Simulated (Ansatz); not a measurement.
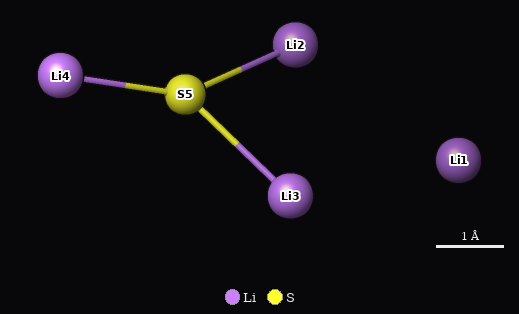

**Figure 1.** The input geometry of run A (ball-and-stick view, seen at a tilt; atoms are numbered from 1 in the order of the input). Sticks mark near contacts.

# Li4S: one change and its effect

System: Li4S, multiplicity 3.
Method of run A: UKS B3LYP-D4/def2-TZVP (Ansatz 0.2.0).

The geometry: B3LYP-D4/def2-TZVP start. Text and figures count atoms from 1; the logs count them from 0 in places.

## The input, run A
```yaml
crystal:
  periodic: [false, false, false]
  atoms:
    - {symbol: Li, position_ang: [-2.843430, -0.528624, -1.644854]}
    - {symbol: Li, position_ang: [-0.370303, -1.412081, -0.109685]}
    - {symbol: Li, position_ang: [-0.610144, 1.160034, -0.460917]}
    - {symbol: Li, position_ang: [2.784613, 0.646412, 1.620377]}
    - {symbol: S, position_ang: [1.039264, 0.134258, 0.595070]}
basis:
  gaussian: {orbitals: def2-TZVP}
magnetization: {spin_polarized: true, initial_magnetization: 2}
hamiltonian: {xc: {name: B3LYP}, dispersion: d4}
scf: {omitted_lower_state_checks: [starts]}
output: {orbitals: {seedname: orbitals}}
relax: {f_tol: 0.02, max_steps: 100}
```

Launched with:
```bash
ansatz run in.yaml --threads 4 --pin off --events-out ev --progress --plain --max-ram 3916MiB
```

Hardware: 4 threads of Arm Neoverse V2, 23 GiB of memory available, shared host.

## Output, shortened to warnings, some set-up lines, iterations and results (run A)
```
[...]
mean field evaluation 1: about -11650.6183 eV, gradient 2.6e1 eV
mean field evaluation 2: about -11504.7818 eV, gradient 8.3e1 eV
mean field evaluation 4: about -11654.9519 eV, gradient 1.3e1 eV
mean field evaluation 8: about -11656.9850 eV, gradient 8.4e-2 eV
mean field evaluation 16: about -11657.0027 eV, gradient 1.3e-3 eV
[... 23 lines ...]
relax step  19: F+E_penalty+E_count = -11658.04237415 eV  Δ(F+E_penalty+E_count) = -4.789e-2 eV  max|allowed force component| = 1.682e-1 eV/Å  Δτ_max = 0.2000 Å  (29 SCF …
relax step  20: F+E_penalty+E_count = -11658.08306421 eV  Δ(F+E_penalty+E_count) = -4.069e-2 eV  max|allowed force component| = 5.765e-2 eV/Å  Δτ_max = 0.1928 Å  (30 SCF …
mean field evaluation 192: about -11657.9523 eV, gradient 8.0e-5 eV
relax step  21: F+E_penalty+E_count = -11658.10267102 eV  Δ(F+E_penalty+E_count) = -1.961e-2 eV  max|allowed force component| = 5.577e-2 eV/Å  Δτ_max = 0.1907 Å  (29 SCF …
relax step  22: F+E_penalty+E_count = -11658.10548566 eV  Δ(F+E_penalty+E_count) = -2.815e-3 eV  max|allowed force component| = 1.799e-2 eV/Å  Δτ_max = 0.0604 Å  (30 SCF …
these checks for a lower state are left out or cut short: starts
787 factors; their error is unknown
mean field -11657.95459075 eV, -428.4219291646 hartree, gradient 1.5e-5 eV, S^2 2.000337; 0 other end points of the search recorded, 0 dependent functions left out
the calculation of the forces begins
reference -11657.95481697 eV, -428.4219374779 hartree; 15, 13 occupied and 78, 80 virtual orbitals, 787 factors
Total energy: -11658.10571187 eV, -428.4274827634 hartree
Atom 0 at    -2.202632     0.283189    -0.206404 Å, force    -0.017988     0.002427     0.002375 eV/Å
Atom 1 at     1.169117    -1.885408    -0.250737 Å, force     0.009711    -0.013644    -0.007606 eV/Å
Atom 2 at    -0.211764     1.738227    -1.390472 Å, force     0.001222     0.011713    -0.013482 eV/Å
Atom 3 at     1.242189    -0.138783     1.849947 Å, force     0.005805     0.001369     0.017372 eV/Å
Atom 4 at     0.003089     0.002773    -0.002343 Å, force     0.001250    -0.001865     0.001341 eV/Å
Dipole moment:     0.000834    -0.000082     0.000122 e Å
Checks for a lower state left out: starts
```

The input of run B differs as follows (lines with − go, lines with + come):
```diff
-magnetization: {spin_polarized: true, initial_magnetization: 2}
+magnetization: {spin_polarized: true, initial_magnetization: 4}
```

What does this change do to the results?

With the same method and basis, run B lies 84.8 kcal/mol higher. The HOMO goes from −2.92 to −3.01 eV. The LUMO goes from −1.64 to −5.03 eV. The dipole moment goes from 0.00 to 2.24 D. On the same kind of shared host run B took about 0.61 times as long.

## Output, shortened to warnings, some set-up lines, iterations and results (run B)
```
[...]
mean field evaluation 1: about -11652.3993 eV, gradient 1.2e1 eV
mean field evaluation 2: about -11652.6689 eV, gradient 1.3e1 eV
mean field evaluation 4: about -11653.6010 eV, gradient 5.1e-1 eV
mean field evaluation 8: about -11653.6223 eV, gradient 1.3e-2 eV
mean field evaluation 16: about -11653.6223 eV, gradient 2.0e-4 eV
[... 11 lines ...]
relax step  10: F+E_penalty+E_count = -11654.41344513 eV  Δ(F+E_penalty+E_count) = +4.870e-3 eV  max|allowed force component| = 1.437e-1 eV/Å  Δτ_max = 0.1750 Å  (59 SCF …
mean field evaluation 96: about -11654.2929 eV, gradient 5.2e-2 eV
relax step  11: F+E_penalty+E_count = -11654.42697755 eV  Δ(F+E_penalty+E_count) = -8.662e-3 eV  max|allowed force component| = 3.497e-2 eV/Å  Δτ_max = 0.0852 Å  (43 SCF …
relax step  12: F+E_penalty+E_count = -11654.42347101 eV  Δ(F+E_penalty+E_count) = +3.507e-3 eV  max|allowed force component| = 4.142e-2 eV/Å  Δτ_max = 0.1000 Å  (43 SCF …
relax step  13: F+E_penalty+E_count = -11654.42784419 eV  Δ(F+E_penalty+E_count) = -8.666e-4 eV  max|allowed force component| = 1.047e-2 eV/Å  Δτ_max = 0.0443 Å  (42 SCF …
these checks for a lower state are left out or cut short: starts
787 factors; their error is unknown
mean field -11654.29383007 eV, -428.2873986909 hartree, gradient 1.3e-5 eV, S^2 6.003765; 0 other end points of the search recorded, 0 dependent functions left out
the calculation of the forces begins
reference -11654.29407700 eV, -428.2874077654 hartree; 16, 12 occupied and 77, 81 virtual orbitals, 787 factors
Total energy: -11654.42809112 eV, -428.2923326934 hartree
Atom 0 at    -2.475464    -0.156468    -1.464495 Å, force    -0.001290    -0.000820    -0.001122 eV/Å
Atom 1 at    -0.582035    -2.127183    -0.180559 Å, force     0.000696    -0.000432     0.002312 eV/Å
Atom 2 at    -0.217708     1.485785    -0.248276 Å, force     0.006131     0.002820     0.003753 eV/Å
Atom 3 at     2.313973     1.320399     1.272530 Å, force     0.000803     0.008903     0.001081 eV/Å
Atom 4 at     0.961233    -0.522534     0.620791 Å, force    -0.006341    -0.010469    -0.006023 eV/Å
Dipole moment:    -0.112089    -0.452509    -0.030193 e Å
Checks for a lower state left out: starts
```

## The two runs side by side

| quantity | run A | run B |
| --- | --- | --- |
| outcome | converged | converged |
| total energy (hartree) | −428.427483 | −428.292333 |
| HOMO (eV) | −2.92 | −3.01 |
| LUMO (eV) | −1.64 | −5.03 |
| dipole moment (D) | 0.00 | 2.24 |
| ⟨S²⟩ | 2.000 | 6.004 |
| largest force (eV/Å) | 0.018 | 0.014 |
| basis functions | 93 | 93 |
| wall time (shared host) | 31 s | 19 s |
